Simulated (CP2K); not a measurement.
**GFN1-xTB run of AlNH2ClF (SMILES [NH2][Al]([F])[Cl])**

What is the energy change on altering one bond length of AlNH2ClF at GFN1-xTB? 

The calculation is run with CP2K 2026.2.

1 further run of the same task is left out (set aside as unsound or not needed).

### 1 Starting point

AlNH2ClF has 6 atoms, charge 0, and is taken as a singlet. As SMILES, `[NH2][Al]([F])[Cl]`. The shape is that of a PBE0-D4/def2-TZVP optimisation.

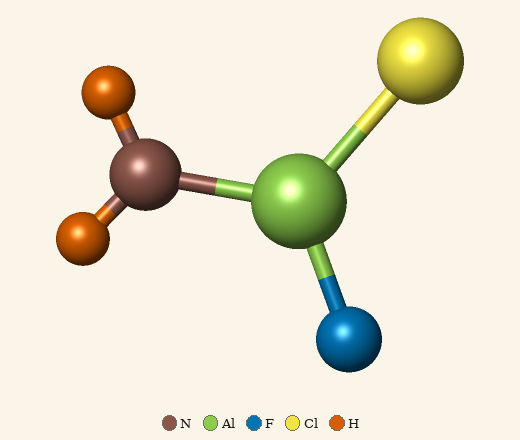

The structure, seen from a chosen angle (nitrogen brown, aluminium green, fluorine blue, chlorine yellow, hydrogen orange).

### 2 A single-point energy at GFN1-xTB

Contents of qs.inp:

```
&GLOBAL
    PROJECT_NAME qs
    RUN_TYPE ENERGY
    PRINT_LEVEL MEDIUM
&END GLOBAL

&FORCE_EVAL
    METHOD QS
    &DFT
        CHARGE 0
        MULTIPLICITY 1
        ! Quickstep
        &QS
            METHOD XTB
            EPS_DEFAULT 1.0E-10
            &XTB
                GFN_TYPE 1
                CHECK_ATOMIC_CHARGES F
            &END XTB
        &END QS
        ! isolated system
        &POISSON
            PERIODIC NONE
            POISSON_SOLVER ANALYTIC
        &END POISSON
        ! self-consistent field
        &SCF
            SCF_GUESS ATOMIC
            EPS_SCF 1.0E-06
            MAX_SCF 80
            ADDED_MOS 4
            &DIAGONALIZATION
                ALGORITHM STANDARD
            &END DIAGONALIZATION
            &MIXING
                METHOD DIRECT_P_MIXING
                ALPHA 0.4
            &END MIXING
            &SMEAR ON
                METHOD FERMI_DIRAC
                ELECTRONIC_TEMPERATURE [K] 300
            &END SMEAR
        &END SCF
        ! extra output
        &PRINT
            &MOMENTS
                PERIODIC F
                REFERENCE COM
                MAX_MOMENT 1
            &END MOMENTS
            &MO ON
                ENERGIES T
                OCCUPATION_NUMBERS T
                NDIGITS 6
                &EACH
                    QS_SCF 0
                &END EACH
                ADD_LAST NUMERIC
            &END MO
            &HIRSHFELD OFF
            &END HIRSHFELD
        &END PRINT
    &END DFT
    ! atoms, cell and kinds
    &SUBSYS
        &CELL
            ABC [angstrom] 17.7 19.7 18.6
            PERIODIC NONE
        &END CELL
        &COORD
            UNIT bohr
            N     -0.2122162     1.8568449    -0.0487549
            Al     0.2881832    -1.3966966     0.1744217
            F      1.9687167    -2.5426265     2.5154144
            Cl    -1.2115034    -3.8728047    -2.4823442
            H      0.4654395     3.1397800     1.1807009
            H     -1.2190623     2.6947495    -1.4265543
        &END COORD
        &TOPOLOGY
            &CENTER_COORDINATES
            &END CENTER_COORDINATES
        &END TOPOLOGY
    &END SUBSYS
&END FORCE_EVAL
```

Launch:

```sh
$ OMP_NUM_THREADS=1 cp2k.psmp -i qs.inp > qs.out 2>&1
```

Log:

```text
CP2K| version string:                                       CP2K version 2026.2
[...]
 GLOBAL| Method name                                                        CP2K
[...]
 GLOBAL| Run type                                                         ENERGY
[...]
                             - Atoms:                                          6
[...]
                             - Spherical basis functions:                     30
[...]
 Number of electrons:                                                         24
[...]
     1 P_Mix/Diag. 0.40E+00    0.0     1.26291996       -14.9903869333 -1.50E+01
[...]
    16 DIIS/Diag.  0.27E-06    0.0     0.00000032       -15.1207144447 -2.13E-11
  *** SCF run converged in    16 steps ***
[...]
  Fermi energy:                                                -0.30552521609888
[...]
 TB_DIPOLE| Moment [Debye]         -1.00465002       2.23443038      -1.14695596
 TB_DIPOLE| Derivative [a.u.]       0.00000000       0.00000000       0.00000000
[...]
 ENERGY| Total FORCE_EVAL ( QS ) energy [hartree]            -15.120714444709042
[...]
```

It took 0.28 s on 1 thread of Arm Neoverse V2, shared host.

### 3 The distorted shape, same level

Contents of qs.inp:

```
&GLOBAL
 PROJECT qs
 RUN_TYPE ENERGY
 PRINT_LEVEL MEDIUM
&END GLOBAL

&FORCE_EVAL
 METHOD QUICKSTEP
 &DFT
  &QS
   METHOD XTB
   EPS_DEFAULT 1.0E-10
   &XTB
    GFN_TYPE 1
    CHECK_ATOMIC_CHARGES F
   &END XTB
  &END QS
  &POISSON
   PERIODIC NONE
   POISSON_SOLVER ANALYTIC
  &END POISSON
  &SCF
   SCF_GUESS ATOMIC
   EPS_SCF 1.0E-06
   MAX_SCF 80
   ADDED_MOS 4
   &DIAGONALIZATION
    ALGORITHM STANDARD
   &END DIAGONALIZATION
   &MIXING
    METHOD DIRECT_P_MIXING
    ALPHA 0.4
   &END MIXING
   &SMEAR ON
    METHOD FERMI_DIRAC
    ELECTRONIC_TEMPERATURE [K] 300
   &END SMEAR
  &END SCF
  &PRINT
   &MOMENTS
    PERIODIC F
    REFERENCE COM
    MAX_MOMENT 1
   &END MOMENTS
   &MO ON
    ENERGIES T
    OCCUPATION_NUMBERS T
    NDIGITS 6
    &EACH
     QS_SCF 0
    &END EACH
    ADD_LAST NUMERIC
   &END MO
   &HIRSHFELD OFF
   &END HIRSHFELD
  &END PRINT
 &END DFT
 &SUBSYS
  &CELL
   ABC 17.7 20.1 18.6
   PERIODIC NONE
  &END CELL
  &COORD
   UNIT bohr
   N     -0.5510744     1.2153188    -0.6635395
   Al    -0.0506749    -2.0382227    -0.4403629
   F      1.6298585    -3.1841526     1.9006298
   Cl    -1.5503615    -4.5143308    -3.0971288
   H      0.4654395     3.1397800     1.1807009
   H     -1.5579205     2.0532233    -2.0413389
  &END COORD
  &TOPOLOGY
   &CENTER_COORDINATES
   &END CENTER_COORDINATES
  &END TOPOLOGY
 &END SUBSYS
&END FORCE_EVAL
```

Launch:

```sh
$ OMP_NUM_THREADS=1 cp2k.psmp -i qs.inp > qs.out 2>&1
```

Log:

```text
CP2K| version string:                                       CP2K version 2026.2
[...]
 GLOBAL| Method name                                                        CP2K
[...]
 GLOBAL| Run type                                                         ENERGY
[...]
                             - Atoms:                                          6
[...]
                             - Spherical basis functions:                     30
[...]
 Number of electrons:                                                         24
[...]
     1 P_Mix/Diag. 0.40E+00    0.0     1.24345301       -14.8915034036 -1.49E+01
[...]
    15 DIIS/Diag.  0.19E-06    0.0     0.00000022       -15.0435630323 -1.05E-11
  *** SCF run converged in    15 steps ***
[...]
  Fermi energy:                                                -0.30949656246744
[...]
 TB_DIPOLE| Moment [Debye]         -0.98356870       2.46309686      -1.07794071
 TB_DIPOLE| Derivative [a.u.]       0.00000000       0.00000000       0.00000000
[...]
 ENERGY| Total FORCE_EVAL ( QS ) energy [hartree]            -15.043563032260034
[...]
```

Run time: 0.28 s. Hardware: 1 thread of Arm Neoverse V2, shared host.

### 4 Outcome

Level: GFN1-xTB.

```
                                                         quantity         value
                                        first shape: total energy  -15.12071 Eh
           first shape: dipole moment (from atomic charges alone)        2.71 D
                                         first shape: HOMO energy     -11.46 eV
                                         first shape: LUMO energy      -7.42 eV
                                       first shape: HOMO–LUMO gap       4.04 eV
                                   first shape: dispersion energy  -3.99 kJ/mol
                                    distorted shape: total energy  -15.04356 Eh
       distorted shape: dipole moment (from atomic charges alone)        2.86 D
                                     distorted shape: HOMO energy     -11.46 eV
                                     distorted shape: LUMO energy      -7.53 eV
                                   distorted shape: HOMO–LUMO gap       3.93 eV
                               distorted shape: dispersion energy  -4.43 kJ/mol
energy change with the N1–H5 bond stretched from 1.006 to 1.510 Å      2.099 eV
```

With the N1–H5 bond stretched from 1.006 to 1.510 Å the energy rises by 2.10 eV (48 kcal/mol). The first shape isn't relaxed at this level, so the change isn't measured from a minimum. The dipole (first shape) comes from point charges on the atoms alone, without atomic dipoles, so it is partial. The dipole (distorted shape) comes from point charges on the atoms alone, without atomic dipoles, so it is partial.
